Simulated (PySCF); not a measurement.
C₄H₈OS, SMILES S(C)/C=C\OC at its GFN2-xTB optimised geometry (Å):

```
14

C      1.3661    -2.2095     0.1985
O      0.7692    -0.9533     0.0000
C     -0.5979    -0.9533     0.0000
C     -1.3716     0.1281     0.0000
S     -0.9651     1.8331     0.0145
C      0.8006     1.8797     0.4339
H      2.4402    -2.0559     0.1104
H      1.1377    -2.6078     1.1935
H      1.0393    -2.9314    -0.5580
H     -1.0673    -1.9317    -0.0059
H     -2.4402    -0.0005    -0.0388
H      1.0654     2.9314     0.4901
H      1.3753     1.3820    -0.3385
H      0.9539     1.4011     1.3954
```

Calculation: PBE/def2-TZVP run with PySCF.

Map of the log10 of the electron density (e/bohr³), floored at −4 on the plane z = 1.5 Å:

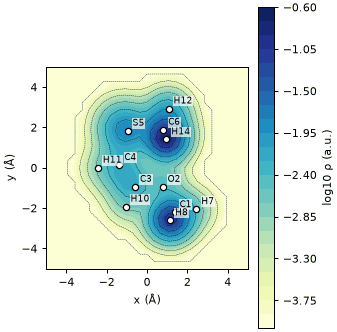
Figure: Log10 of the electron density (e/bohr³), floored at −4 on the plane z = 1.5 Å.
